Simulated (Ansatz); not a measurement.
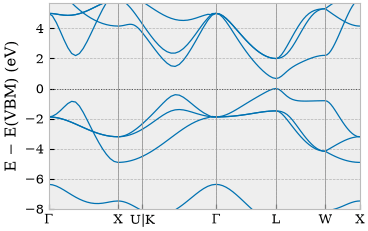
*Band structure from DFT-r²SCAN in the program Ansatz with PAW potentials*

Task: Read off the gap and where the band edges lie.

Result: About 0.7 eV (0.66 eV by a search for the band edges); maximum at L, minimum at L.

The material is PbSe (rock salt, Fm-3m).

The cell was relaxed with r²SCAN under the symmetry of its start. The volume moved by -16 % from the start of the relaxation. Scalar-relativistic: spin–orbit coupling is off unless named, which matters more the heavier the elements.

Potentials: the later of the program's two PAW sets.
